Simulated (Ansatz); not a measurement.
Bond stretch in SMILES O=CO (CH₂O₂). The C2–H5 bond (C2 also carries O, O; H5 carries nothing else) is varied alone, starting from the PBE0/def2-TZVP optimised geometry.

```
5

O      0.0001    -1.2566    -0.4512
C      0.0000     0.0000     0.0000
O      0.0000     0.9771    -0.6865
H      0.0006    -1.2149    -1.4194
H      0.0000     0.0000     1.0990
```

Levels of theory: RCCSD = CCSD on RHF/cc-pVTZ, frozen core in Ansatz (a quantum-chemistry and plane-wave program); UMP2 = MP2 on UHF/cc-pVTZ, frozen core run with Ansatz; RKS-B3LYP = restricted B3LYP/cc-pVTZ run with Ansatz.

Energies are in mEh, each relative to the lowest point of its own curve near equilibrium.

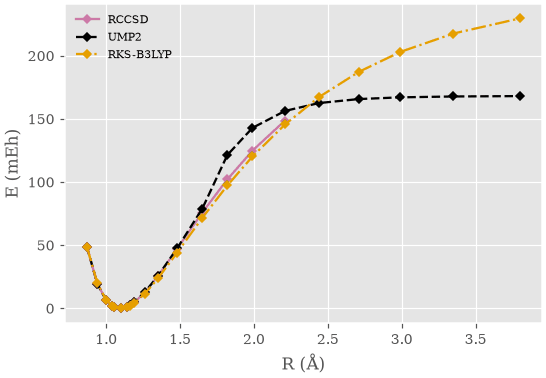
*Energy against bond length for each method.*

| R / Å | RCCSD | UMP2 | RKS-B3LYP |
|---|---|---|---|
| 0.87 | 48.3 | 48.5 | 48.5 |
| 0.94 | 19.4 | 19.5 | 19.9 |
| 1.00 | 6.3 | 6.4 | 6.7 |
| 1.04 | 1.9 | 1.9 | 2.1 |
| 1.05 | 1.2 | 1.2 | 1.4 |
| 1.10 | 0.0 | 0.0 | 0.0 |
| 1.14 | 1.2 | 1.2 | 1.0 |
| 1.16 | 2.4 | 2.4 | 2.0 |
| 1.19 | 4.8 | 4.8 | 4.2 |
| 1.26 | 12.6 | 12.6 | 11.5 |
| 1.35 | 25.6 | 25.7 | 23.7 |
| 1.48 | 47.1 | 47.5 | 44.2 |
| 1.65 | 75.8 | 78.9 | 71.6 |
| 1.82 | 102.2 | 121.5 | 97.3 |
| 1.99 | 124.9 | 143.0 | 120.3 |
| 2.21 | 148.7 | 156.3 | 145.6 |
| 2.44 | — | 162.6 | 167.3 |
| 2.71 | — | 165.7 | 187.3 |
| 2.99 | — | 167.1 | 203.0 |
| 3.35 | — | 167.8 | 217.6 |
| 3.80 | — | 168.1 | 229.6 |

At the longest distance, 3.80 Å, RKS-B3LYP lies highest above its minimum (229.6 mEh) and UMP2 lowest (168.1 mEh).

A dash means that the run gave no value there, or that the column was ended at a point which the program doubted or which failed a test of continuity chosen for this set; such a test can also cut sound points.

The unrestricted determinant behind UMP2 is spin-contaminated at 1.65 to 3.80 Å (<S²> up to 1.0, against 0.00 for a pure singlet). The restricted form behind RKS-B3LYP keeps the bonding electrons paired and can't separate into open-shell fragments.
